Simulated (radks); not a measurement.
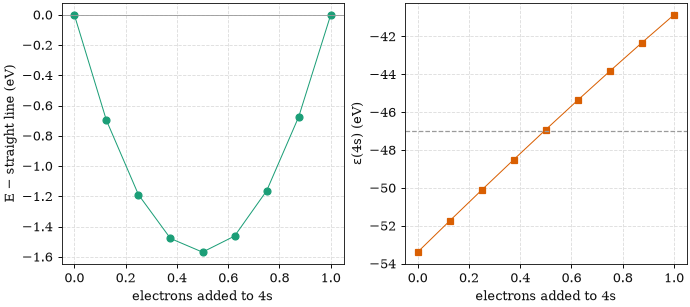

Theory: Dirac Kohn-Sham, PBEsol, spin-unpolarised, spherical densities, finite nucleus (computed with the in-house radial solver radks). The occupation of the 4s shell is varied from Sr⁺ ([Ar] 3d10 4s1 4p6 5s2) to Sr ([Kr] 5s2), with spherical fractional occupations. The plot shows the total energy less the straight line between the end points, and the eigenvalue of 4s (the dashed line is minus the energy to take the whole electron out).

Q: Describe the curve.

A: The curve is convex (below the straight line), with the largest deviation among the points computed, −1.57 eV, at 0.5. The end points differ by 47.0 eV, the energy to take the electron out. The eigenvalue, which is the slope of the energy (Janak's theorem), moves from −53.4 eV at 0 to −40.9 eV at 1; for a straight line it would stay constant, and a parabola would sag by an eighth of this change, scaled to a whole electron, 1.57 eV. Convexity is the delocalisation error: fractional charges are too low in energy. The shell lies under occupied ones, so the straight line is a guide here rather than an exact condition.
